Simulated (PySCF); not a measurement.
Consider C3H12ClFOSi4.

```xyz
22

C    -2.2543    2.5828    0.2620
C    -1.4399    1.5394    0.2761
Si   -1.7498   -0.1095   -0.5901
Si   -1.9870   -1.7456    1.0609
Cl   -0.1922   -1.9937    1.9964
Si    0.0652   -0.4706   -2.0261
F    -0.3099   -1.8346   -2.8445
Si    2.0960   -0.9021   -1.0534
O     1.9769    0.2341    0.1052
C     2.8599    0.4578    1.1571
H    -3.1901    2.5563   -0.2724
H    -2.0334    3.5076    0.7741
H    -0.5105    1.6224    0.8282
H    -3.0688    0.0203   -1.2517
H    -2.3317   -3.0796    0.5619
H    -2.9285   -1.4664    2.1507
H     0.1095    0.4718   -3.1558
H     3.3292   -0.6960   -1.8372
H     2.2773   -2.2399   -0.4676
H     2.5378    1.3511    1.6937
H     2.8564   -0.3927    1.8421
H     3.8774    0.6066    0.7892
```

Geometry: GFN2-xTB.

These are results of PySCF 2.14.0, B97-2/6-31G*, SCF density, gas phase, non-relativistic, not measurements.

> What will maps of the electron density and electron localisation function show?

C–C (1.32 Å): ρ at the midpoint is about 2.3 e/Å³; the ELF peaks at about 0.95 between the atoms: a multiple bond.
C–Si (1.89 Å): the density is about 0.92 e/Å³ at the midpoint; the ELF peaks at about 0.95 between the atoms, as expected for a covalent bond.

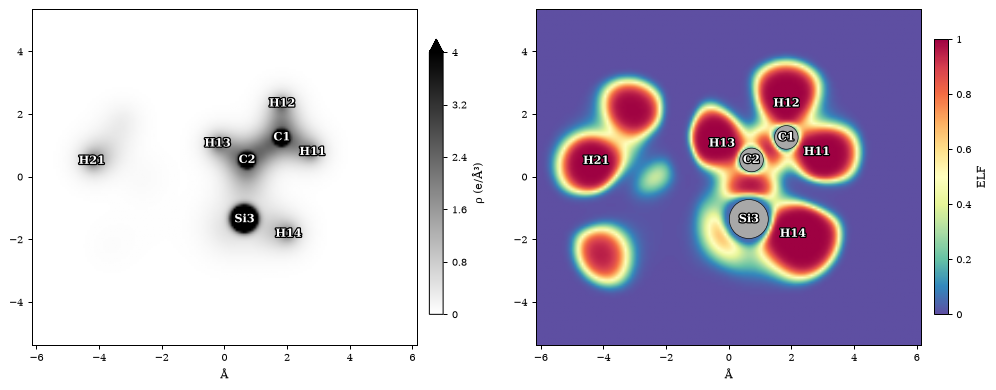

Computed electron density and electron localisation function on the plane of atoms C2, C1 and H11, in this order. Grey discs cover the atomic cores in the ELF map. 
